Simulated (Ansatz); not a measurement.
# C4H10O2Si: vertical ionisation energy

How much energy removes an electron from C4H10O2Si at fixed geometry? The cation is run at each level and the neutral's energy taken from earlier runs.

Computed with Ansatz 0.2.0, Gaussian basis. Level: unrestricted cation, the program's frozen cores in correlated methods.

The runs, in order: UKS PBE-D4/def2-TZVPP; UKS r2SCAN-D4/def2-TZVPP; UKS PBE0-D4/def2-TZVPP; UKS B3LYP-D4/def2-TZVPP; UKS wB97X-V/def2-TZVPP; UKS wB97M-V/def2-TZVPP; UKS B2PLYP/def2-TZVPP; UHF-CCSD(T)/def2-TZVPP; UHF-MP2/def2-QZVPP; extrapolation to the limit; then −ε(HOMO) from the neutral's earlier runs with LDA (SPW92), PBE-D4, revPBE-D4, BLYP-D4, r2SCAN-D4, B97M-V, PBE0-D4, B3LYP-D4, r2SCANh-D4, r2SCAN0-D4, HSE06-D4, BHLYP-D4, CAM-B3LYP-D4, LC-ωPBE, ωB97X-V, ωB97M-V.

## 1. The geometry

An earlier PBE0-D4 in a triple-zeta def2 set relaxation fixed the geometry.

SMILES `CC(C)(C)O[Si]O`, 17 atoms, charge 0, spin multiplicity 1.

Atoms are counted from 1 here; the program's logs count them from 0.

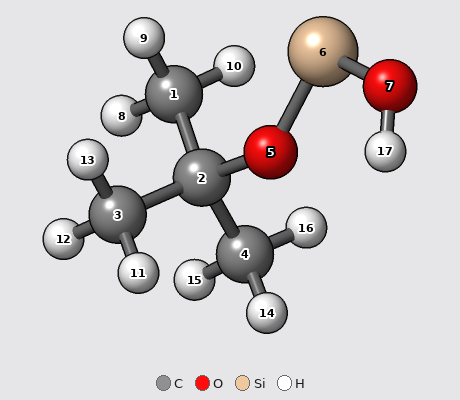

The geometry (carbon grey, oxygen red, silicon light orange, hydrogen white); atoms are numbered from 1 in the order of the file.

## 2. Cation, UKS PBE-D4/def2-TZVPP

Contents of in.yaml:

```yaml
crystal:
  periodic: [false, false, false]
  atoms:
    - {symbol: C, position_ang: [1.232995, 0.975811, 0.382623]}
    - {symbol: C, position_ang: [0.181190, -0.107908, 0.195404]}
    - {symbol: C, position_ang: [0.819236, -1.380561, -0.338600]}
    - {symbol: C, position_ang: [-0.541180, -0.378983, 1.505603]}
    - {symbol: O, position_ang: [-0.814696, 0.283481, -0.751602]}
    - {symbol: Si, position_ang: [-1.010457, 1.661003, -1.644669]}
    - {symbol: O, position_ang: [-2.393277, 1.253673, -2.442760]}
    - {symbol: H, position_ang: [1.978648, 0.648414, 1.110466]}
    - {symbol: H, position_ang: [1.746919, 1.193935, -0.556796]}
    - {symbol: H, position_ang: [0.784320, 1.902760, 0.748224]}
    - {symbol: H, position_ang: [0.056917, -2.144753, -0.501254]}
    - {symbol: H, position_ang: [1.556886, -1.768907, 0.367237]}
    - {symbol: H, position_ang: [1.320079, -1.185458, -1.289359]}
    - {symbol: H, position_ang: [-1.315672, -1.134275, 1.359731]}
    - {symbol: H, position_ang: [0.157036, -0.738036, 2.265021]}
    - {symbol: H, position_ang: [-1.014638, 0.533198, 1.875217]}
    - {symbol: H, position_ang: [-2.763203, 0.386202, -2.244187]}
basis:
  gaussian: {orbitals: def2-TZVPP}
total_charge: 1
magnetization: {spin_polarized: true, initial_magnetization: 1}
hamiltonian: {xc: pbe, dispersion: d4}
```

Run with:

```sh
$ ansatz run in.yaml --threads 2 --pin off --events-out ev --progress --plain --max-ram 32768MiB --backend cuda --devices 0, --max-vram 18GiB
```

The runs that follow: Cation, UKS r2SCAN-D4/def2-TZVPP; Cation, UKS PBE0-D4/def2-TZVPP; Cation, UKS B3LYP-D4/def2-TZVPP; Cation, UKS wB97X-V/def2-TZVPP; Cation, UKS wB97M-V/def2-TZVPP; Cation, UKS B2PLYP (frozen core)/def2-TZVPP; Cation, UHF-CCSD(T)/def2-TZVPP; Cation, UHF-MP2/def2-QZVPP.

Before running them: what should the planned runs give, taken together? Wanted: ionisation energy, CCSD(T)/CBS; nearest functional by difference; nearest −ε(HOMO); −ε(HOMO) of PBE; T1 of the cation.

As calculated:

| quantity | value |
| --- | --- |
| ionisation energy, CCSD(T)/CBS | 9.14 eV |
| nearest functional by difference | ωB97M-V (-0.12 eV) |
| nearest −ε(HOMO) | ωB97X-V (-0.08 eV) |
| −ε(HOMO) of PBE | 5.61 eV |
| T1 of the cation | 0.020 |

In words: By cation minus neutral, the functionals miss by 0.52 eV at most. The PBE orbital energy is 3.5 eV too small: a semilocal HOMO is no ionisation energy. Among orbital estimates ωB97X-V comes nearest. Hartree-Fock falls 1.02 eV short, as the neutral has more correlation energy than the cation.
